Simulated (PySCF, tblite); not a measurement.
# C5H11B2 radical: geometry, infrared bands and EPR parameters

Aim: predict the infrared bands and EPR parameters of C5H11B2 radical (`CBCB[C]1CC1`).

Programs: tblite 0.8.0 and PySCF 2.14.0, with density-fitted response routines of our own. Each step states its level of theory. These are calculated values for one molecule in the gas phase, unless marked as measured. Atoms are numbered from 0 throughout.

### Step 1. The molecule as given

18 atoms, charge 0, multiplicity 2; geometry from: force field or distance geometry start.

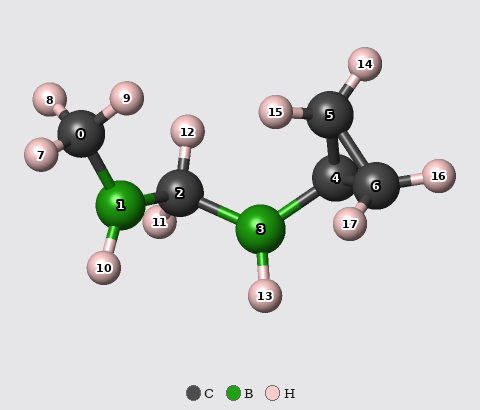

The starting geometry (carbon dark grey, boron green, hydrogen pink), atoms numbered.

### Step 2. Geometry optimisation with GFN2-xTB

Job settings and geometry (Å):

```
{"job": {"kind": "relax", "xc": "GFN2-xTB", "basis": "xTB"}, "charge": 0, "multiplicity": 2}
C      2.531300    -0.739600     0.503800
B      1.762200     0.662900     0.427300
C      0.800200     0.988900    -0.769700
B     -0.679700     1.257900    -0.230500
C     -1.910800     0.349500    -0.701600
C     -1.747000    -1.115600    -0.325700
C     -2.683700    -0.230100     0.463100
H      3.160900    -0.769400     1.420100
H      3.169600    -0.858500    -0.391400
H      1.776200    -1.561600     0.543600
H      1.936500     1.456300     1.288900
H      1.148000     1.900400    -1.291500
H      0.775900     0.149400    -1.483800
H     -0.874600     2.163700     0.498200
H     -2.267400    -1.817100    -0.995000
H     -0.828100    -1.400000     0.250400
H     -3.754600    -0.427300     0.256400
H     -2.323400    -0.003500     1.492300
```

Run with:

```bash
> OMP_NUM_THREADS=1 python probes_run.py task.json out
```

One launch serves the whole session: the jobs run in the order shown.

Output:

```text
step      E/eV     max force
  0    -506.62859    3.731
  1    -506.94059    2.502
  2    -507.23558    1.281
  3    -507.28038    0.633
  4    -507.34269    0.611
  5    -507.37276    0.610
  6    -507.41927    0.617
  7    -507.45377    0.472
  8    -507.48836    0.539
  9    -507.51892    0.513
 10    -507.55811    0.570
 11    -507.60604    0.546
 12    -507.65097    0.468
 13    -507.68195    0.412
 14    -507.71278    0.432
 15    -507.74082    0.303
 16    -507.75426    0.287
 17    -507.76335    0.243
 18    -507.77260    0.277
 19    -507.78205    0.292
 20    -507.79108    0.196
 21    -507.79803    0.199
 22    -507.80328    0.173
 23    -507.80813    0.133
 24    -507.81150    0.124
 25    -507.81408    0.117
 26    -507.81582    0.091
 27    -507.81691    0.066
 28    -507.81763    0.063
 29    -507.81842    0.082
 30    -507.81948    0.081
 31    -507.82061    0.077
 32    -507.82153    0.068
 33    -507.82227    0.067
 34    -507.82301    0.073
 35    -507.82383    0.074
 36    -507.82466    0.077
 37    -507.82553    0.077
 38    -507.82650    0.072
 39    -507.82758    0.086
 40    -507.82872    0.094
 41    -507.82991    0.117
 42    -507.83121    0.113
 43    -507.83264    0.086
 44    -507.83402    0.084
 45    -507.83528    0.072
 46    -507.83642    0.077
 47    -507.83752    0.070
 48    -507.83862    0.092
 49    -507.83973    0.096
 50    -507.84089    0.076
 51    -507.84230    0.098
 52    -507.84392    0.102
 53    -507.84548    0.094
 54    -507.84668    0.099
 55    -507.84776    0.094
 56    -507.84898    0.098
 57    -507.85053    0.110
 58    -507.85240    0.120
 59    -507.85443    0.131
 60    -507.85728    0.191
 61    -507.86140    0.230
 62    -507.86564    0.183
 63    -507.86980    0.162
 64    -507.87356    0.176
 65    -507.87747    0.163
 66    -507.88091    0.154
 67    -507.88380    0.149
 68    -507.88631    0.133
 69    -507.88879    0.099
 70    -507.89161    0.081
 71    -507.89316    0.085
 72    -507.89383    0.096
 73    -507.89506    0.090
 74    -507.89574    0.070
 75    -507.89669    0.047
 76    -507.89712    0.053
 77    -507.89777    0.052
 78    -507.89809    0.038
 79    -507.89837    0.036
 80    -507.89862    0.040
 81    -507.89898    0.044
 82    -507.89936    0.050
 83    -507.89977    0.055
 84    -507.90023    0.054
 85    -507.90081    0.060
 86    -507.90141    0.054
 87    -507.90189    0.045
 88    -507.90223    0.036
 89    -507.90251    0.030
 90    -507.90278    0.035
 91    -507.90300    0.030
 92    -507.90315    0.028
 93    -507.90328    0.024
 94    -507.90340    0.019
 95    -507.90351    0.021
 96    -507.90360    0.019
 97    -507.90367    0.026
 98    -507.90376    0.033
 99    -507.90390    0.039
100    -507.90411    0.040
101    -507.90440    0.047
102    -507.90473    0.047
103    -507.90505    0.041
104    -507.90531    0.040
105    -507.90557    0.044
106    -507.90590    0.046
107    -507.90641    0.072
108    -507.90707    0.094
109    -507.90770    0.071
110    -507.90809    0.047
111    -507.90816    0.053
112    -507.90841    0.028
113    -507.90852    0.024
114    -507.90871    0.024
115    -507.90882    0.030
116    -507.90899    0.033
117    -507.90916    0.043
118    -507.90941    0.043
119    -507.90962    0.030
120    -507.90980    0.034
121    -507.90997    0.027
122    -507.91013    0.023
123    -507.91025    0.023
124    -507.91036    0.024
125    -507.91049    0.029
126    -507.91070    0.031
127    -507.91105    0.049
128    -507.91143    0.050
129    -507.91169    0.028
130    -507.91183    0.023
131    -507.91190    0.018
132    -507.91195    0.016
133    -507.91200    0.014
134    -507.91203    0.012
135    -507.91205    0.008
```

Run time: 0.76 s. Hardware: 1 thread of INTEL XEON PLATINUM 8581C at 2.10GHz, shared host.

Step by step: (not every step is listed)

```tsv
step	energy from step 0 (eV)	largest force (eV/Å)
0	0.0000	3.7305
1	-0.3120	2.5019
2	-0.6070	1.2813
3	-0.6518	0.6330
4	-0.7141	0.6113
5	-0.7442	0.6101
6	-0.7907	0.6171
7	-0.8252	0.4716
8	-0.8598	0.5385
20	-1.1625	0.1959
32	-1.1929	0.0680
44	-1.2054	0.0839
56	-1.2204	0.0979
68	-1.2577	0.1334
80	-1.2700	0.0405
92	-1.2746	0.0282
104	-1.2767	0.0397
116	-1.2804	0.0330
128	-1.2828	0.0501
130	-1.2832	0.0234
131	-1.2833	0.0175
132	-1.2834	0.0165
133	-1.2834	0.0141
134	-1.2834	0.0116
135	-1.2835	0.0082
```

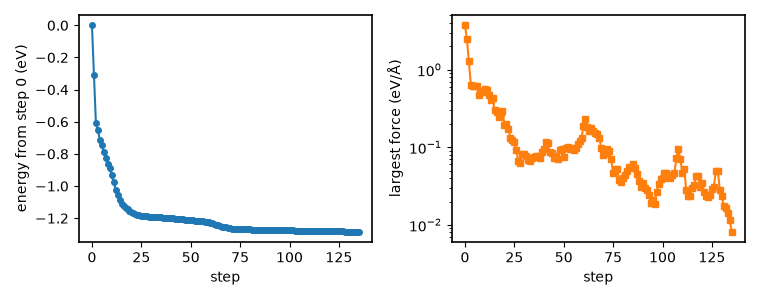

Energy and largest force along the relaxation.

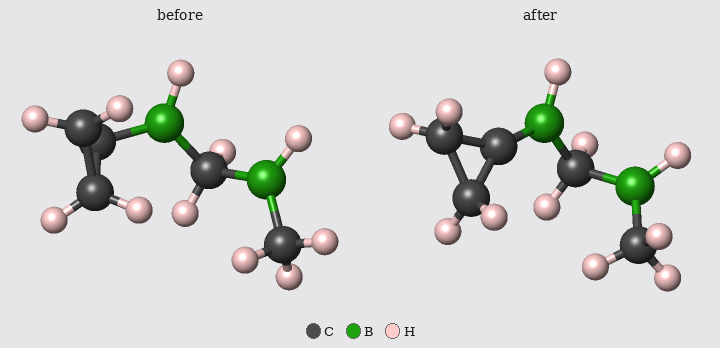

Before and after, at one scale.

Close pairs (by a distance rule), those that changed most:

```tsv
bond	before (Å)	after (Å)	change (Å)
B3–C4	1.601	1.474	-0.127
C4–C5	1.521	1.468	-0.053
C4–C6	1.513	1.468	-0.045
C5–H15	1.121	1.083	-0.039
C6–H17	1.114	1.083	-0.030
C0–H9	1.117	1.087	-0.030
C0–B1	1.601	1.575	-0.026
C6–H16	1.108	1.083	-0.025
```

The final coordinates are the input of the step that follows.

### Step 3. Vibrational analysis with GFN2-xTB

Job settings and geometry (Å):

```
{"job": {"kind": "ir", "xc": "GFN2-xTB", "basis": "xTB"}, "charge": 0, "multiplicity": 2}
C      2.309513    -0.721947     0.384128
B      1.922337     0.785166     0.140350
C      0.801793     1.177974    -0.880755
B     -0.490765     1.302511     0.055447
C     -1.402613     0.150891     0.178335
C     -1.629768    -1.292235     0.034261
C     -2.756936    -0.366510     0.410451
H      2.373485    -0.955223     1.446474
H      3.305304    -0.910896    -0.019251
H      1.632728    -1.437241    -0.076722
H      2.482818     1.625270     0.739555
H      1.002754     2.137355    -1.352679
H      0.656882     0.423989    -1.651624
H     -0.706083     2.312518     0.613505
H     -1.618350    -1.721300    -0.960500
H     -1.229871    -1.961448     0.785369
H     -3.530299    -0.156694    -0.318100
H     -3.131690    -0.385864     1.426776
```

Output:

```text
mode    cm-1     km/mol
  1      41.3      0.20
  2      60.7      1.29
  3      79.8      0.88
  4     111.5      0.72
  5     140.9      0.44
  6     188.1      0.69
  7     272.5      2.21
  8     328.3      0.11
  9     392.9      1.16
 10     615.6      5.77
 11     672.1     27.54
 12     711.3      2.78
 13     744.4      6.53
 14     793.2      2.39
 15     814.7     17.76
 16     816.0     24.88
 17     829.6     45.80
 18     894.6     13.78
 19     944.5     71.26
 20     982.4     18.74
 21     990.3     63.07
 22     997.2     19.10
 23    1027.1     19.71
 24    1047.6     99.90
 25    1049.4     12.53
 26    1063.4     20.36
 27    1100.3     80.53
 28    1122.4      0.04
 29    1146.0     20.07
 30    1179.9    267.78
 31    1383.5     25.28
 32    1414.8      1.56
 33    1426.0      0.98
 34    1475.8      6.98
 35    1487.9      1.07
 36    1497.3      1.85
 37    1560.7     20.17
 38    2592.8     90.03
 39    2604.8    242.88
 40    2991.5     26.49
 41    3004.3     28.68
 42    3006.0     45.94
 43    3011.2     36.52
 44    3022.1      2.37
 45    3036.3     47.98
 46    3037.4     34.67
 47    3039.0     26.55
 48    3048.4     37.52
```

Run time: 0.52 s. Hardware: 1 thread of INTEL XEON PLATINUM 8581C at 2.10GHz, shared host.

The strongest bands and the atoms that carry them (share of the mass-weighted mode):

```tsv
cm⁻¹	km/mol	atoms
944	71.3	B3 25 %, C2 18 %, H12 14 %
990	63.1	C4 21 %, H10 18 %, C2 13 %, C5 13 %
1048	99.9	H11 21 %, B1 16 %, H17 11 %
1100	80.5	H12 67 %
1180	267.8	B1 52 %, H10 23 %
2593	90.0	H13 84 %
2605	242.9	H10 84 %
3036	48.0	H9 90 %
```

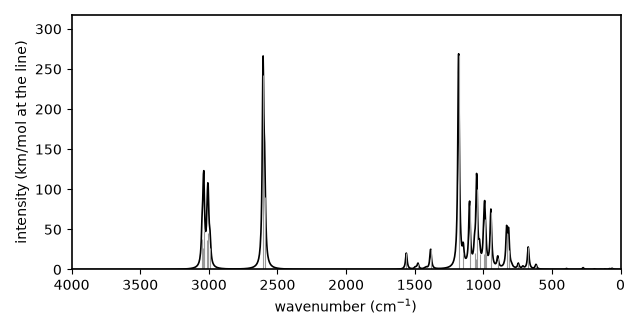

The infrared spectrum from these modes, unscaled. Lines are broadened to a width of 14 cm⁻¹ (Lorentzian).

### Step 4. EPR parameters: B3LYP/pcH-1

Same as in step 3 but for these lines:

```diff
@@ -1,2 +1,2 @@
-{"job": {"kind": "ir", "xc": "GFN2-xTB", "basis": "xTB"}, "charge": 0, "multiplicity": 2}
+{"job": {"kind": "epr", "basis": "pcH-1"}, "charge": 0, "multiplicity": 2}
 C      2.309513    -0.721947     0.384128
```

With the program's defaults for keys left out, this is: UKS B3LYP, pcH-1 on B C H, non-relativistic, mean-field spin-orbit, GIAO.

Output:

```text
UKS, coarse grid
  cycle   1  E = -246.71155688  |g| = 3.89e-01
  cycle   2  E = -246.68566628  |g| = 4.51e-01
  cycle   3  E = -246.79561485  |g| = 4.08e-02
  cycle   4  E = -246.79624734  |g| = 2.64e-02
  cycle   5  E = -246.79662498  |g| = 6.06e-03
  cycle   6  E = -246.79665264  |g| = 2.66e-03
  cycle   7  E = -246.79665802  |g| = 8.42e-04
UKS, final grid
  cycle   1  E = -246.79663659  |g| = 9.14e-04
  cycle   2  E = -246.79663645  |g| = 1.09e-03
  cycle   3  E = -246.79663704  |g| = 1.21e-04
  cycle   4  E = -246.79663705  |g| = 6.59e-05
  cycle   5  E = -246.79663706  |g| = 2.08e-05
E = -246.79663706 Eh   <S^2> = 0.7537 (exact 0.7500)
g shifts (ppm)      1          2          3
  rmc          -123       -123       -123
  gc              5         17         22
  oz_so         -22        545        762
  total        -139        439        661
hyperfine (MHz)  atom isotope    a_iso     a_fc   dipolar eigenvalues
    0   13C      -1.33      -1.33     -0.52      0.13      0.39
    1   11B      21.48      21.48     -3.32     -2.56      5.88
    2   13C       0.41       0.41     -4.61     -3.39      8.00
    3   11B     -15.59     -15.59    -13.32     -5.76     19.08
    4   13C      49.85      49.85    -62.70    -59.48    122.17
    5   13C     -16.97     -16.97     -3.62     -0.18      3.80
    6   13C     -17.79     -17.79     -3.76     -0.05      3.81
    7    1H       8.11       8.11     -1.15     -0.88      2.04
    8    1H       2.04       2.04     -0.90     -0.77      1.67
    9    1H      -0.06      -0.06     -1.68     -1.22      2.90
   10    1H      -0.43      -0.43     -2.02     -0.96      2.98
   11    1H       5.83       5.83     -3.25     -2.12      5.37
   12    1H      10.79      10.79     -3.87     -1.34      5.21
   13    1H      12.03      12.03     -7.81     -3.20     11.01
   14    1H      80.25      80.25     -4.38     -2.25      6.62
   15    1H      52.53      52.53     -4.38     -3.57      7.95
   16    1H      53.66      53.66     -4.34     -3.59      7.93
   17    1H      83.89      83.89     -4.46     -2.25      6.71
```

Wall time 59 s (1 thread of INTEL XEON PLATINUM 8581C at 2.10GHz, shared host); peak memory 1.1 GiB.

Principal g values 2.00218, 2.00276, 2.00298; g(iso) = 2.00264, against 2.00232 for a free electron.

Hyperfine couplings; where a row names several nuclei, a(iso) is their mean (it holds for fast rotation or exchange) and the dipolar term the largest among them:

```tsv
nuclei	isotope	a(iso) (MHz)	a(iso) (G, at g = 2.0023)	largest dipolar term (MHz)
H14, H15, H16, H17	1H	67.6	24.1	8.0
C4	13C	49.9	17.8	122.2
B1	11B	21.5	7.7	5.9
C5, C6	13C	-17.4	-6.2	3.8
B3	11B	-15.6	-5.6	19.1
H13	1H	12.0	4.3	11.0
H11, H12	1H	8.3	3.0	5.4
H7, H8, H9	1H	3.4	1.2	2.9
C0	13C	-1.3	-0.5	-0.5
H10	1H	-0.4	-0.2	3.0
C2	13C	0.4	0.1	8.0
```

Mulliken spin populations:

C0 0.00; B1 0.04; C2 0.01; B3 0.17; C4 0.77; C5 -0.05; C6 -0.05; H7 0.00; H8 0.00; H9 0.00; H10 0.00; H11 0.00; H12 0.00; H13 0.00; H14 0.03; H15 0.02; H16 0.02; H17 0.03

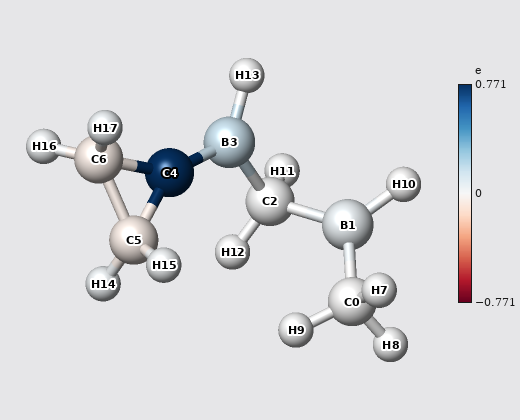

Mulliken spin populations, as colours on the atoms.

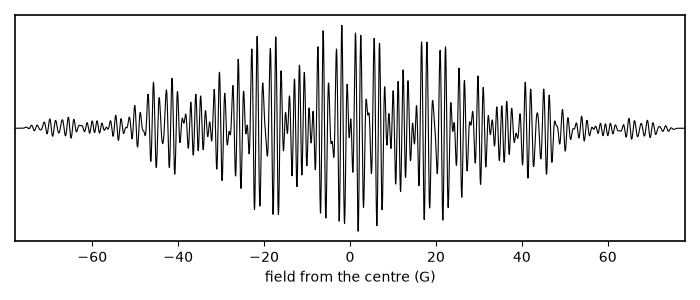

First-order isotropic spectrum (first derivative, main isotopes with spin only, couplings over 0.8 MHz, Gaussian width 0.4 G; couplings of the frozen geometry, rotation of groups not averaged beyond the rows shown).

The fields below are evaluated on a grid from the run's orbitals.

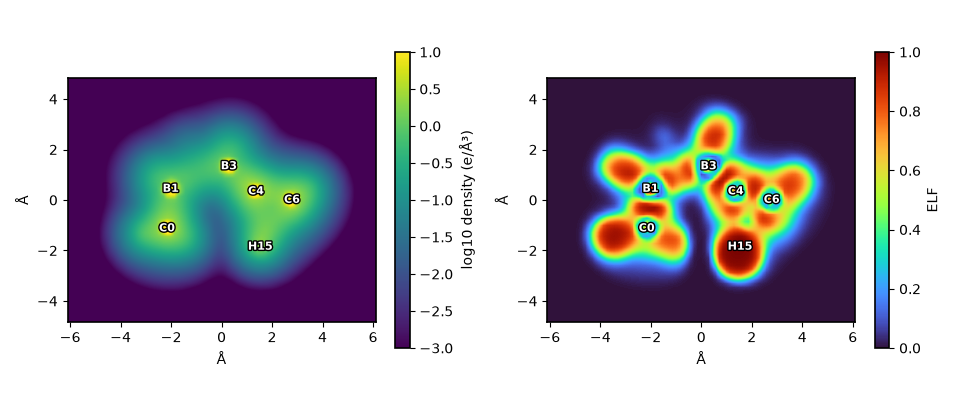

Density (left) and ELF (right) in a plane through or near 6 of the atoms.

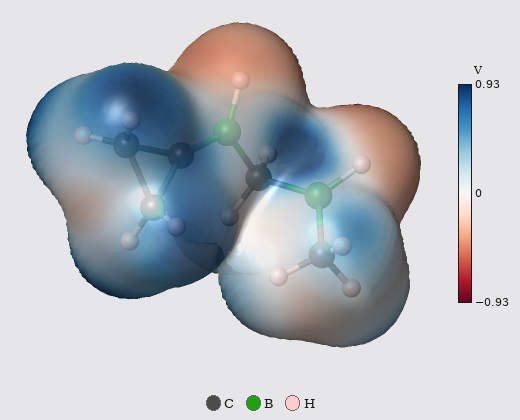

The potential that a unit positive charge feels on the 0.002 e/bohr³ surface, from -0.45 to 0.93 V.

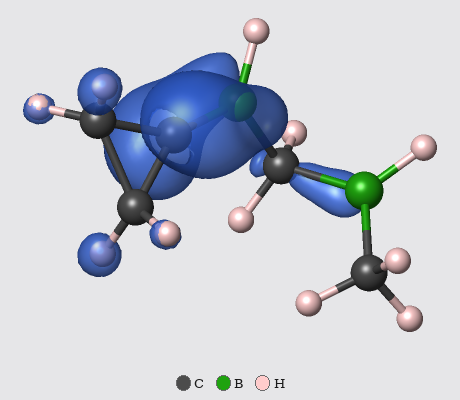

Spin density at ±0.03 e/Å³ (alpha excess blue, beta excess red).

### Step 5. Results

```
                                                                  quantity                               value
                                 strongest single infrared mode (GFN2-xTB)               1180 cm⁻¹, 268 km/mol
                                              zero-point energy (GFN2-xTB)                       91.2 kcal/mol
                                                            g(iso) (B3LYP)                             2.00264
                                                                      ⟨S²⟩                  0.754 (exact 0.75)
                                        largest a(iso) (averaged by class)  1H on H14, H15, H16, H17, 67.6 MHz
potential on the surface of density 0.002 e/bohr³, 1st and 99th percentile                  -0.45 V and 0.93 V
```

In words: The optimisation took 135 steps and gained 1.283 eV; among the close pairs (by a distance rule), B3–C4 changed most, from 1.601 to 1.474 Å. All 48 modes are real, so the xTB geometry is a minimum. The strongest single mode, at 1180 cm⁻¹, moves mainly B1. Unscaled tight-binding wavenumbers are off by several per cent, some by more. Its intensities can rank the bands wrongly. Most of the unpaired spin sits on C4 (0.77 e). The isotropic g lies 0.3 ppt above the free-electron value. These values are for one conformer; the search (at its own cheap level) found 2 more, at 0.00, 0.21 kcal/mol (those within 0.05 may be mirror or relabelled copies), and measured spectra average over such forms.
